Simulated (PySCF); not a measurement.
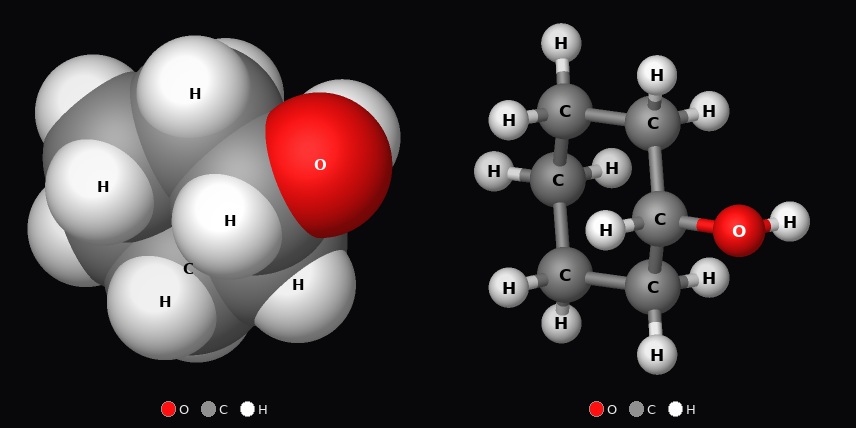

Two views of one molecule.

The geometry was computed by an optimisation with GFN2-xTB. No frequency run is at hand to confirm it as a minimum.

Question: Which formula does it have?

Answer: C₆H₁₂O, 19 atoms: 6 carbon, 12 hydrogen and 1 oxygen.

Question: Count the bonded pairs by element.

Answer: 11 C–H, 6 C–C, 1 C–O, 1 O–H.

Question: What is its SMILES?

Answer: OC1CCCCC1

Question: What is the point group of this geometry?

Answer: Cs.

More results for the same structure follow; atom numbers are the same in all pictures, views and colours differ.

## Shape

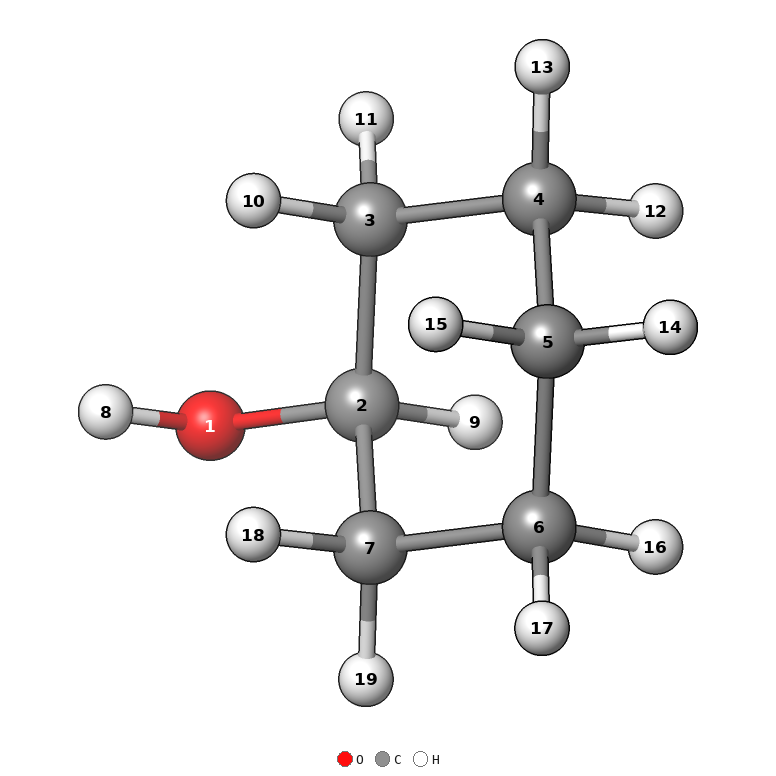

The atoms are numbered. No frequency run is at hand to confirm it as a minimum.

Question: How are the neighbours of atom 5 arranged?

Answer: C5 has 4 neighbours (C4 at 1.53, C6 at 1.53, H14 at 1.09, H15 at 1.09 Å); the arrangement is tetrahedral.

Question: How are the neighbours of atom 1 arranged?

Answer: O1 has 2 neighbours (C2 at 1.41, H8 at 0.96 Å); the arrangement is bent.

Question: Describe the coordination of atom 4.

Answer: C4 has 4 neighbours (C3 at 1.53, C5 at 1.53, H12 at 1.09, H13 at 1.09 Å); the arrangement is tetrahedral.

Question: Describe the coordination of atom 3.

Answer: C3 has 4 neighbours (C2 at 1.53, C4 at 1.53, H10 at 1.09, H11 at 1.09 Å); the arrangement is tetrahedral.

Question: What is the dihedral angle C5–C6–C7–C2?

Answer: 58° in size, that is gauche.

## NMR shielding

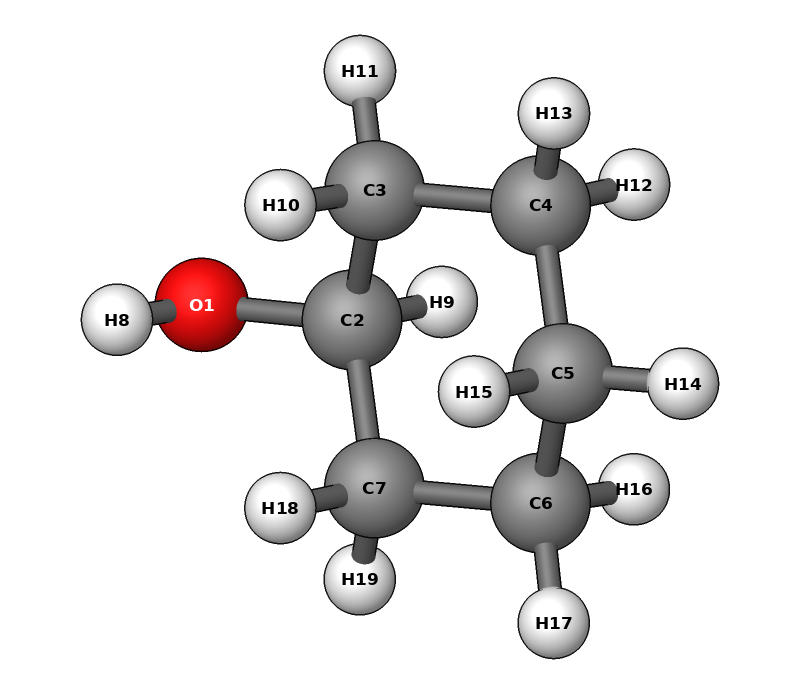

No frequency run is at hand to confirm it as a minimum. Method: GIAO PBE0/pcSseg-1 NMR shielding, non-relativistic, gas phase (PySCF 2.14.0). Principal shieldings σ11 ≤ σ22 ≤ σ33, span Ω = σ33 − σ11, skew κ = 3(σiso − σ22)/Ω.

Question: Which C atom has the most anisotropic shielding?

Answer: C2, with a span of 60 ppm.

Give the shielding tensors of the C atoms.

```csv
atom,σ11,σ22,σ33,σiso,Ω,κ
C2,88.1,99.3,148.1,111.8,60.0,0.63
"C3, C7",133.3,142.9,158.8,145.0,25.5,0.25
"C4, C6",153.3,154.3,165.2,157.6,11.9,0.83
C5,152.0,156.4,162.5,157.0,10.4,0.16
```

Shieldings and span in ppm.

## Charges

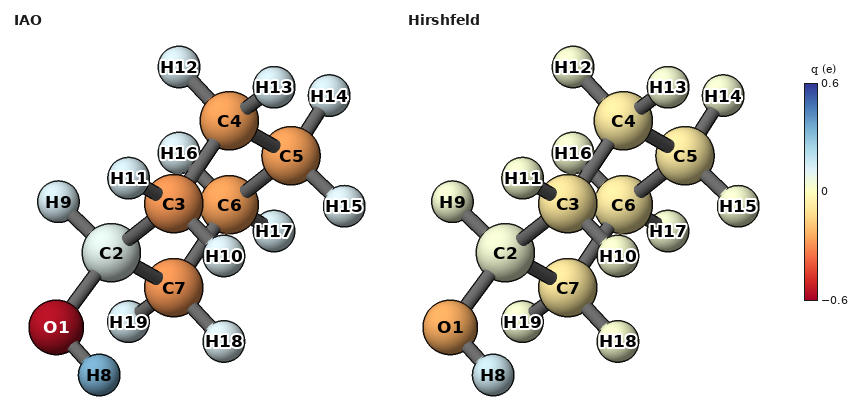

Atomic charges of one calculation by 2 schemes, on one colour scale. No frequency run is at hand to confirm it as a minimum. Method: PBE0/pcSseg-1 (PySCF 2.14.0).

Question: Which scheme gives the most polar picture (largest mean size of the charges)?

Answer: The IAO charges are the largest in size here.

Question: On which atom do the schemes disagree most?

Answer: On O1 (from −0.55 to −0.23 e).

List the charges (e), one line for each set of equivalent atoms.

```
    atom    IAO  Hirshfeld
      O1  −0.55      −0.23
      C2   0.10       0.04
  C3, C7  −0.28      −0.08
  C4, C6  −0.26      −0.07
      C5  −0.26      −0.07
      H8   0.34       0.16
      H9   0.14       0.04
H10, H18   0.12       0.03
H11, H19   0.14       0.04
H12, H16   0.13       0.04
H13, H17   0.14       0.04
     H14   0.13       0.04
     H15   0.12       0.03
```

## Electronic properties

No frequency run is at hand to confirm it as a minimum. Method: PBE0/pcSseg-1, gas phase (PySCF 2.14.0).

What does the calculation give?

- dipole moment: 1.73 D
- HOMO energy (Kohn–Sham orbital): −7.44 eV
- LUMO energy (Kohn–Sham orbital): 1.42 eV
- HOMO–LUMO gap: 8.86 eV

## Quadrupole coupling

No frequency run is at hand to confirm it as a minimum. Electric field gradients from the ground-state density, PBE0/pcSseg-1 (PySCF 2.14.0), non-relativistic apart from any core potentials.

Give the largest field-gradient component, the quadrupole coupling constant and the asymmetry for 17O at O1 (Q = −25.6 mb).

```csv
atom,V_zz (a.u.),e²qQ/h (MHz),η
O1,−1.951,11.74,0.92
```
